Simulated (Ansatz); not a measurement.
# AlH₄SbSi: inputs that go wrong

Aim: try 4 inputs for AlH₄SbSi as typed, read how each ends, and find what has to change.

The runs use Ansatz 0.2.0, Gaussian basis; the settings change from run to run.

### Step 1. The geometry

The structure was relaxed beforehand with PBE0-D4 in a triple-zeta def2 set. Sb takes a core potential in def2 sets; no spin-orbit term is included.

SMILES `[AlH]1[SiH2][SbH]1`, 7 atoms, charge 0, spin multiplicity 1.

Atoms are counted from 1 here; the program's logs count them from 0.

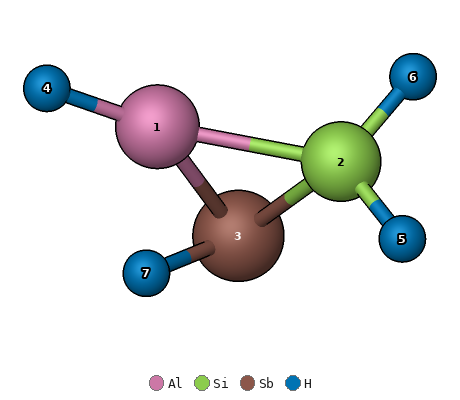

The structure; aluminium pink, silicon green, antimony brown, hydrogen blue; atoms are numbered from 1 in the order of the file.

### Step 2. Input 1

in.yaml

```yaml
crystal:
  periodic: [false, false, false]
  atoms:
    - {symbol: Al, position_ang: [-0.895048, -0.711208, -0.620087]}
    - {symbol: Si, position_ang: [0.193797, 1.109467, 0.398386]}
    - {symbol: Sb, position_ang: [1.689000, -0.852287, -0.513614]}
    - {symbol: H, position_ang: [-2.159168, -1.575881, -0.997185]}
    - {symbol: H, position_ang: [0.353260, 1.488703, 1.828341]}
    - {symbol: H, position_ang: [0.463341, 2.284626, -0.470903]}
    - {symbol: H, position_ang: [0.416019, -1.811420, 0.329262]}
basis:
  gaussian: {orbitals: x2c-TZVPPall, fitting: {mean_field: cc-pVTZ-jkfit}, point_charges: [{charge: 2.00, position_ang: [5.514, -0.909, -0.450]}]}
hamiltonian: {xc: {name: r2SCAN0}}
accuracy: high
```

Run with:

```
$ ansatz run in.yaml --threads 2 --pin off --events-out ev --progress --plain --max-ram 4352MiB
```

Standard output:

```text
Functional definition: r2SCAN0
  name "r2SCAN0"
  cite "Bursch, Neugebauer, Ehlert & Grimme, J. Chem. Phys. 156, 134105 (2022) doi:10.1063/5.0086040"
  cite "Furness, Kaplan, Ning, Perdew & Sun, J. Phys. Chem. Lett. 11, 8208 (2020) doi:10.1021/acs.jpclett.0c02405"
  cite "Furness, Kaplan, Ning, Perdew & Sun, J. Phys. Chem. Lett. 11, 9248 (2020) doi:10.1021/acs.jpclett.0c03077"
  parent r2scan
  parameter a = 0.25
  parameter k0 = 0.174
  parameter k1 = 0.065
  parameter a1 = 4.9479
  exchange = (1 - a)*r2scan_x(k0 = k0, k1 = k1, a1 = a1) + a*exact_x
  correlation = r2scan_c
Error: <dir> the basis set cc-pVTZ-JKFIT has no functions for Sb
```

Wall time 0.25 s (2 threads of AMD EPYC 7B13, shared host).

Diagnosis: The program refused the input. The fitting set named has no entry for an element of this molecule. Cure: leave the fitting key out, or name a set that covers all elements and suits the basis.

### Step 3. Input 2

in.yaml

```yaml
crystal:
  periodic: [true, true, true]
  atoms:
    - {symbol: Al, position_ang: [-0.895048, -0.711208, -0.620087]}
    - {symbol: Si, position_ang: [0.193797, 1.109467, 0.398386]}
    - {symbol: Sb, position_ang: [1.689000, -0.852287, -0.513614]}
    - {symbol: H, position_ang: [-2.159168, -1.575881, -0.997185]}
    - {symbol: H, position_ang: [0.353260, 1.488703, 1.828341]}
    - {symbol: H, position_ang: [0.463341, 2.284626, -0.470903]}
    - {symbol: H, position_ang: [0.416019, -1.811420, 0.329262]}
basis:
  gaussian: {orbitals: def2-TZVP}
magnetization: {spin_polarized: true, initial_magnetization: 2}
hamiltonian: {xc: {name: RPBE}, dispersion: d4}
```

Launched as before.

Standard output:

```text
Error: YAML parse error: error: line 2 column 3: crystal: missing field `lattice` (a structure is typed as `lattice` and `atoms`, a molecule's as `atoms` in Å alone, or read from a run's directory, `checkpoint`)
 --> <input>:2:3
  |
1 | crystal:
2 |   periodic: [true, true, true]
  |   ^ crystal: missing field `lattice` (a structure is typed as `lattice` and `atoms`, a molecule's as `atoms` in Å alone, or read from a run's directory, `checkpoint`)
3 |   atoms:
4 |     - {symbol: Al, position_ang: [-0.895048, -0.711208, -0.620087]}
  |
```

Wall time 0.05 s (2 threads of AMD EPYC 7B13, shared host).

**Diagnosis.** The program refused the input. The molecule is marked periodic without a cell. It also asks for charge 0 and multiplicity 3, another species or state than the molecule above. Cure: set periodic to false, or give a lattice, and set charge and spin to those of the species named.

### Step 4. Input 3

in.yaml

```yaml
crystal:
  periodic: [false, false, false]
  atoms:
    - {symbol: Al, position_ang: [-1.969106, -1.564658, -1.364191]}
    - {symbol: Si, position_ang: [0.426354, 2.440827, 0.876450]}
    - {symbol: Sb, position_ang: [3.715800, -1.875032, -1.129951]}
    - {symbol: H, position_ang: [-4.750170, -3.466939, -2.193807]}
    - {symbol: H, position_ang: [0.777172, 3.275146, 4.022350]}
    - {symbol: H, position_ang: [1.019350, 5.026177, -1.035987]}
    - {symbol: H, position_ang: [0.915242, -3.985123, 0.724376]}
basis:
  gaussian: {orbitals: def2-SVP}
hamiltonian: {xc: {name: PBE}, dispersion: d3bjatm}
output: {forces: true}
```

Same command.

Standard output (excerpt; [...] marks lines left out):

```text
Functional definition: PBE
  name "PBE"
  cite "Perdew, Burke & Ernzerhof, Phys. Rev. Lett. 77, 3865 (1996) doi:10.1103/PhysRevLett.77.3865"
  parent pbe
[...]
937 factors; their error is unknown
[...]
mean field -21045.22624411 eV, -773.3977995043 hartree, gradient 2.5e-6 eV, S^2 0.000000; 10 other end points of the search recorded, 0 dependent functions left out
[...]
reference -21045.22631154 eV, -773.3978019823 hartree; 27, 27 occupied and 55, 55 virtual orbitals, 937 factors
Total energy: -21045.31799172 eV, -773.4011711667 hartree
Atom 0 at    -1.969106    -1.564658    -1.364191 Å, force    -0.389491    -0.468724    -0.060554 eV/Å
Atom 1 at     0.426354     2.440827     0.876450 Å, force     0.336274     0.982282     0.317076 eV/Å
Atom 2 at     3.715800    -1.875032    -1.129951 Å, force    -0.678482    -0.221751     0.382738 eV/Å
Atom 3 at    -4.750170    -3.466939    -2.193807 Å, force     0.664678     0.451189     0.197343 eV/Å
Atom 4 at     0.777172     3.275146     4.022350 Å, force    -0.099733    -0.282935    -1.117845 eV/Å
Atom 5 at     1.019350     5.026177    -1.035987 Å, force    -0.196246    -0.914731     0.689698 eV/Å
Atom 6 at     0.915242    -3.985123     0.724376 Å, force     0.363000     0.454670    -0.408456 eV/Å
Dipole moment:    -0.094069    -0.275266    -0.690238 e Å
```

It took 6 s on 2 threads of AMD EPYC 7B13, shared host.

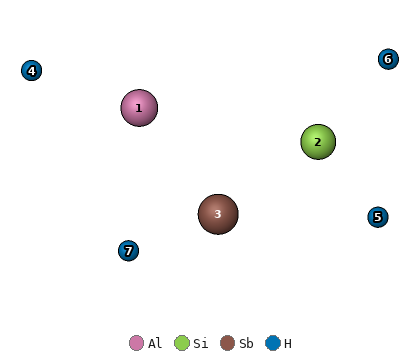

The geometry of this input.

**Diagnosis.** It ended without an error, which proves nothing about the input. The geometry is stretched to more than twice its size. The shortest distance is 3.27 Å (Si2–H6), against 1.49 Å in the relaxed molecule. Its energy is no property of the relaxed molecule. Cure: use the relaxed coordinates.

### Step 5. Input 4

in.yaml

```yaml
crystal:
  periodic: [false, false, false]
  atoms:
    - {symbol: Al, position_ang: [-0.895048, -0.711208, -0.620087]}
    - {symbol: Si, position_ang: [0.193797, 1.109467, 0.398386]}
    - {symbol: Sb, position_ang: [1.689000, -0.852287, -0.513614]}
    - {symbol: H, position_ang: [-2.159168, -1.575881, -0.997185]}
    - {symbol: H, position_ang: [0.353260, 1.488703, 1.828341]}
    - {symbol: H, position_ang: [0.463341, 2.284626, -0.470903]}
    - {symbol: H, position_ang: [0.416019, -1.811420, 0.329262]}
basis:
  gaussian: {orbitals: ANO-RCC-VTZP}
hamiltonian: {xc: {name: wB97M-V}, dispersion: rvv10}
scf: {lower_state_search: light}
output: {forces: true}
```

The command is unchanged.

Standard output:

```text
Error: invalid value for `hamiltonian.dispersion`: this functional's text states its nonlocal part
```

Wall time 0.05 s (2 threads of AMD EPYC 7B13, shared host).

What is wrong: The program refused the input. The dispersion term doesn't go with the functional. To mend it, leave the dispersion key out, since this functional holds its own nonlocal correlation.

### Step 6. How the tries ended

| input | level | ended | cause | time |
| --- | --- | --- | --- | --- |
| 1 | r2SCAN0/x2c-TZVPPall | refused | the fitting set named has no entry for an element of this molecule | 0.25 s |
| 2 | RPBE/def2-TZVP | refused | the molecule is marked periodic without a cell | 0.05 s |
| 3 | PBE/def2-SVP | converged | the geometry is stretched to more than twice its size | 6 s |
| 4 | wB97M-V/ANO-RCC-VTZP | refused | the dispersion term doesn't go with the functional | 0.05 s |

3 refused, 1 converged. A refusal costs next to no computing time. The dangerous case is the input that converges on a wrong geometry, charge, spin, basis or grid: often only a look at the input shows it.
